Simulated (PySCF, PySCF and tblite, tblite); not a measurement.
# C6H8O2: a path driven as rotation about a bond, and NMR exchange, part 2 of 2

PySCF and tblite. Atoms count from 0.

### 7 Shieldings, saddle of leg 1: PBE0/pcSseg-1

Job settings and geometry (Å):

```
{"job": {"kind": "nmr", "xc": "PBE0", "basis": "pcSseg-1", "pop": false}, "charge": 0, "multiplicity": 1}
C      3.098302    -0.453068    -0.430597
C      1.977442     0.104960    -0.009475
O      0.968487     0.435677    -0.874533
C     -0.158626     0.987606    -0.343054
C     -1.227722     0.282705     0.051328
C     -1.305107    -1.210779     0.005084
C     -2.396546     1.015063     0.557733
O     -2.476978     2.210764     0.681006
H      3.877967    -0.702662     0.262491
H      3.259378    -0.665653    -1.471525
H      1.790183     0.328860     1.034743
H     -0.172488     2.073268    -0.288094
H     -0.405993    -1.626092    -0.442044
H     -2.166895    -1.522369    -0.583010
H     -1.420693    -1.614405     1.010570
H     -3.240712     0.356124     0.839377
```

The program printed:

```text
coarse grid: 13648 points
cycle   1  E = -383.1154067637  dE =  1.291e+00  |g| = 8.963e-01  |ddm| = 3.644e+00
cycle   2  E = -382.6590573610  dE =  4.563e-01  |g| = 1.745e+00  |ddm| = 2.989e+00
cycle   3  E = -383.2670790615  dE = -6.080e-01  |g| = 2.283e-01  |ddm| = 2.403e+00
cycle   4  E = -383.2768127006  dE = -9.734e-03  |g| = 8.969e-02  |ddm| = 2.660e-01
cycle   5  E = -383.2781787251  dE = -1.366e-03  |g| = 2.431e-02  |ddm| = 8.148e-02
cycle   6  E = -383.2783039550  dE = -1.252e-04  |g| = 6.053e-03  |ddm| = 2.183e-02
cycle   7  E = -383.2783106822  dE = -6.727e-06  |g| = 2.661e-03  |ddm| = 6.015e-03
final grid: 132640 points
cycle   8  E = -383.3473986095  dE = -1.270e-05  |g| = 1.496e-02  |ddm| = 2.899e-02
cycle   9  E = -383.3472972906  dE =  1.013e-04  |g| = 2.755e-02  |ddm| = 3.676e-02
cycle  10  E = -383.3474412433  dE = -1.440e-04  |g| = 3.235e-03  |ddm| = 2.641e-02
cycle  11  E = -383.3474432929  dE = -2.050e-06  |g| = 4.491e-04  |ddm| = 2.481e-03
cycle  12  E = -383.3474433305  dE = -3.768e-08  |g| = 1.315e-04  |ddm| = 4.160e-04
cycle  13  E = -383.3474433341  dE = -3.557e-09  |g| = 3.562e-05  |ddm| = 1.499e-04
cycle  14  E = -383.3474433344  dE = -2.800e-10  |g| = 1.194e-05  |ddm| = 4.134e-05
converged SCF energy = -383.3474433344

GIAO shielding tensors (ppm)
atom      isotropic    diamagn.    paramagn.     s11        s22        s33       span
  0 C       88.811     254.673    -165.862    -16.157    115.796    166.795    182.952
  1 C       28.795     255.941    -227.146    -74.437     67.399     93.423    167.860
  2 O      167.084     400.517    -233.433     49.738    174.194    277.321    227.583
  3 C       21.427     253.085    -231.657    -75.653     36.388    103.547    179.200
  4 C       52.788     266.023    -213.235    -55.069     66.467    146.965    202.034
  5 C      173.872     247.850     -73.978    159.410    178.185    184.022     24.613
  6 C      -10.687     242.804    -253.491    -98.953    -20.039     86.931    185.884
  7 O     -328.054     400.240    -728.294   -958.398   -410.360    384.597   1342.995
  8 H       27.120      29.071      -1.951     24.871     26.415     30.072      5.201
  9 H       26.715      30.786      -4.071     23.672     25.552     30.921      7.250
 10 H       25.559      32.602      -7.043     23.370     24.512     28.794      5.424
 11 H       23.849      32.276      -8.427     20.704     24.378     26.464      5.760
 12 H       29.088      32.213      -3.125     24.465     29.708     33.092      8.627
 13 H       29.944      29.481       0.463     26.115     26.773     36.943     10.828
 14 H       30.046      30.503      -0.456     26.326     27.224     36.588     10.262
 15 H       21.777      26.935      -5.157     19.972     21.119     24.241      4.269
```

Wall time 21 s (1 thread of Arm Neoverse V1, shared host); peak memory 0.81 GiB.

Key values: HOMO -7.07 eV, LUMO -1.85 eV; dipole 2.74 D.

### 8 Shieldings, end: PBE0/pcSseg-1

Job settings and geometry (Å):

```
{"job": {"kind": "nmr", "xc": "PBE0", "basis": "pcSseg-1", "pop": false}, "charge": 0, "multiplicity": 1}
C      2.929514    -0.550653    -0.349311
C      1.823191    -0.092517     0.212519
O      1.163069     0.988261    -0.302948
C     -0.130273     1.208970    -0.051618
C     -1.126735     0.375524     0.311556
C     -1.046323    -1.114180     0.484261
C     -2.435949     0.996960     0.499117
O     -2.675472     2.179711     0.435945
H      3.482980    -1.352980     0.099322
H      3.306604    -0.128816    -1.263409
H      1.427952    -0.489694     1.138104
H     -0.383963     2.250892    -0.221027
H     -0.253856    -1.542547    -0.125323
H     -1.991537    -1.562887     0.182821
H     -0.871824    -1.384782     1.526212
H     -3.242761     0.270858     0.719328
```

The program printed:

```text
coarse grid: 13648 points
cycle   1  E = -383.1216508124  dE =  1.319e+00  |g| = 8.837e-01  |ddm| = 3.629e+00
cycle   2  E = -382.6421668774  dE =  4.795e-01  |g| = 1.759e+00  |ddm| = 3.238e+00
cycle   3  E = -383.2700228980  dE = -6.279e-01  |g| = 2.274e-01  |ddm| = 2.629e+00
cycle   4  E = -383.2796874061  dE = -9.665e-03  |g| = 9.161e-02  |ddm| = 2.646e-01
cycle   5  E = -383.2811485187  dE = -1.461e-03  |g| = 2.359e-02  |ddm| = 7.971e-02
cycle   6  E = -383.2812657506  dE = -1.172e-04  |g| = 6.002e-03  |ddm| = 2.176e-02
cycle   7  E = -383.2812725114  dE = -6.761e-06  |g| = 1.953e-03  |ddm| = 5.681e-03
final grid: 132640 points
cycle   8  E = -383.3509006998  dE = -2.729e-05  |g| = 1.681e-02  |ddm| = 3.634e-02
cycle   9  E = -383.3507634639  dE =  1.372e-04  |g| = 3.178e-02  |ddm| = 4.104e-02
cycle  10  E = -383.3509532872  dE = -1.898e-04  |g| = 3.201e-03  |ddm| = 2.967e-02
cycle  11  E = -383.3509554076  dE = -2.120e-06  |g| = 4.764e-04  |ddm| = 2.587e-03
cycle  12  E = -383.3509554416  dE = -3.399e-08  |g| = 2.014e-04  |ddm| = 4.689e-04
cycle  13  E = -383.3509554484  dE = -6.789e-09  |g| = 7.436e-05  |ddm| = 2.529e-04
cycle  14  E = -383.3509554496  dE = -1.231e-09  |g| = 2.282e-05  |ddm| = 9.402e-05
cycle  15  E = -383.3509554497  dE = -1.245e-10  |g| = 5.838e-06  |ddm| = 2.310e-05
converged SCF energy = -383.3509554497

GIAO shielding tensors (ppm)
atom      isotropic    diamagn.    paramagn.     s11        s22        s33       span
  0 C       84.036     255.073    -171.037    -19.173    105.238    166.043    185.216
  1 C       30.344     257.224    -226.879    -79.087     68.024    102.096    181.183
  2 O      134.264     396.324    -262.060     52.521     81.526    268.747    216.226
  3 C       24.100     251.288    -227.188    -69.287     37.407    104.182    173.469
  4 C       71.152     266.121    -194.969    -15.680     78.127    151.009    166.690
  5 C      172.092     248.328     -76.236    161.830    173.149    181.297     19.467
  6 C       -9.680     242.610    -252.290    -98.705    -11.968     81.634    180.339
  7 O     -291.328     400.327    -691.655   -867.048   -379.717    372.780   1239.828
  8 H       26.879      29.527      -2.648     24.660     26.079     29.899      5.239
  9 H       26.555      30.653      -4.098     23.756     25.335     30.574      6.818
 10 H       24.662      33.468      -8.806     22.145     23.032     28.808      6.663
 11 H       24.035      31.455      -7.420     20.444     24.785     26.875      6.431
 12 H       29.031      32.378      -3.347     24.002     29.861     33.231      9.230
 13 H       29.877      30.504      -0.627     26.323     26.937     36.370     10.047
 14 H       29.736      30.490      -0.753     25.751     27.621     35.837     10.086
 15 H       22.075      27.358      -5.283     20.454     21.367     24.403      3.949
```

Run time: 21 s. Hardware: 1 thread of Arm Neoverse V1, shared host; peak memory 0.81 GiB.

This run: HOMO -6.89 eV, LUMO -1.57 eV; dipole 3.88 D.

### 9 Kinetics and line shapes

Job settings and geometry (Å):

```
{"job": {"smiles": "C=CO/C=C(\\C)C=O", "charge": 0, "mult": 1, "motion": "rotation", "what": "enol ether", "atoms": [3, 2], "drives": [{"terms": [["t", [4, 3, 2, 1], 0.5], ["t", [11, 3, 2, 1], 0.5]], "by": 180, "n": 12}], "study": "path", "level": {"kind": "nmr", "xc": "PBE0", "basis": "pcSseg-1"}, "fields": [100, 200, 600], "first": 0, "seed": 44, "kind": "path"}, "charge": 0, "multiplicity": 1}
C      3.314658    -0.293387    -0.243629
C      2.230984     0.395650     0.074818
O      0.995274    -0.172218     0.045606
C     -0.063757     0.572814     0.378949
C     -1.327729     0.105626     0.382250
C     -1.690012    -1.300263     0.013286
C     -2.388806     1.024802     0.767106
O     -2.241410     2.182320     1.087881
H      4.283979     0.165050    -0.217216
H      3.252947    -1.325990    -0.535766
H      2.263796     1.438735     0.373494
H      0.118261     1.607294     0.660151
H     -0.797289    -1.862912    -0.242719
H     -2.368234    -1.305623    -0.839026
H     -2.192409    -1.792426     0.844989
H     -3.397852     0.569474     0.746220
```

The program printed:

```text
stationary points (kcal/mol above the start)
  n  kind          group   xTB      DFT    lowest mode
  0  minimum      Cs       0.00     0.00      68.1
  1  saddle       C1       8.36     6.54    -161.0
  2  minimum      C1       3.46     4.09      63.6

GFN2-xTB energies: T/K, barrier G, reaction G (kcal/mol), k forward, k back (1/s)
 150.00     7.87     3.98       21.1   6.72e+06
 200.00     7.95     4.07   1.73e+04   2.44e+08
 250.00     8.04     4.16   9.85e+05   2.15e+09
 298.15     8.13     4.25   1.35e+07   8.84e+09
 350.00     8.25     4.34   1.02e+08   2.64e+10
 400.00     8.38     4.43   4.41e+08   5.82e+10
 500.00     8.66     4.60   3.43e+09   1.76e+11

PBE0/pcSseg-1 + D3(BJ) energies: T/K, barrier G, reaction G (kcal/mol), k forward, k back (1/s)
 150.00     6.06     4.62   9.41e+03   2.52e+10
 200.00     6.13     4.71   1.68e+06   1.17e+11
 250.00     6.22     4.80   3.83e+07   2.99e+11
 298.15     6.32     4.88   2.92e+08   5.55e+11
 350.00     6.43     4.98    1.4e+09   8.98e+11
 400.00     6.56     5.07   4.34e+09   1.27e+12
 500.00     6.84     5.24   2.14e+10   2.08e+12
```

Run time: 79 s. Hardware: 1 thread of Arm Neoverse V1, shared host; peak memory 0.81 GiB. This counts the whole study up to here.

Barriers by level (kcal/mol; entropies in cal/(mol K)). Zero-point and thermal terms come from xTB in every row. ΔG‡ leaves symmetry out; the rate counts equivalent paths (a factor of 2); effective ΔG‡, where given, is the barrier that would give that rate by Eyring's equation alone:

| level | ΔE‡ | with zero-point | ΔH‡ | ΔS‡ | ΔG‡ (298 K) | ΔE of reaction | k at 298 K (1/s) | effective ΔG‡ |
| --- | --- | --- | --- | --- | --- | --- | --- | --- |
| GFN2-xTB | 8.36 | 7.78 | 7.44 | -2.3 | 8.13 | 3.46 | 1.4e+07 | 7.72 |
| PBE0/pcSseg-1 + D3(BJ) | 6.55 | 5.96 | 5.63 | -2.3 | 6.32 | 4.09 | 2.9e+08 | 5.90 |

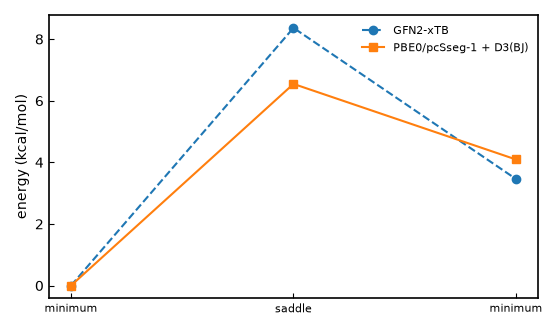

The xTB stationary points, at both levels.

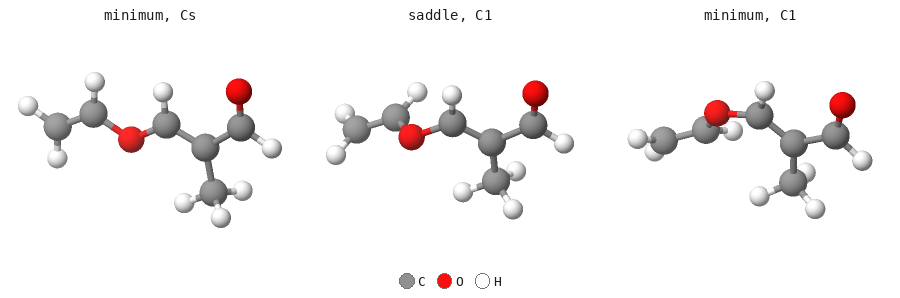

The stationary points in order.

Sites that the driver pairs across this motion, and where their lines would merge (no couplings; faster rotations or exchange between molecules can average them sooner):

| nucleus | sites: shielding (ppm) | proton frequency (MHz) | spread (Hz) | coalescence (K) | lines at 298 K |
| --- | --- | --- | --- | --- | --- |
| 17O | O2: 125.1; O2 (end): 134.3 | 600 | 743 | not given | – |
| 13C | C5: 174.5; C5 (end): 172.1 | 600 | 371 | not given | – |
| 13C | C4: 69.0; C4 (end): 71.2 | 600 | 323 | not given | – |
| 13C | C1: 28.6; C1 (end): 30.3 | 600 | 259 | not given | – |
| 13C | C0: 85.5; C0 (end): 84.0 | 600 | 228 | not given | – |
| 13C | C3: 25.5; C3 (end): 24.1 | 600 | 214 | not given | – |
| 17O | O7: -289.4; O7 (end): -291.3 | 600 | 161 | not given | – |
| 1H | H10: 24.86; H10 (end): 24.66 | 600 | 120 | not given | – |

A dash: the driver gave no coalescence for this row (it judged the minor form too scarce).

Rows that set an atom against itself at the end compare its shielding in the two forms.

Lines of quadrupolar nuclei are broad, so their coalescence could hardly be seen.

### 10 Outcome

This closing draws on all 2 parts.

| quantity | value |
| --- | --- |
| barrier (PBE0/pcSseg-1 + D3(BJ)) | ΔE‡ 6.5, ΔG‡(298 K) 6.3 kcal/mol |
| barrier (GFN2-xTB) | ΔE‡ 8.4 kcal/mol |
| rate at 298 K | 2.9e+08 s⁻¹ |
| end of the path | 4.1 kcal/mol from the start |

**Reading.** The barrier is 6.5 kcal/mol at the DFT level (xTB: 8.4); with thermal terms and the count of paths the DFT value gives a rate of 2.9e+08 s⁻¹ at 298 K. An error of 1.4 kcal/mol changes that rate tenfold.
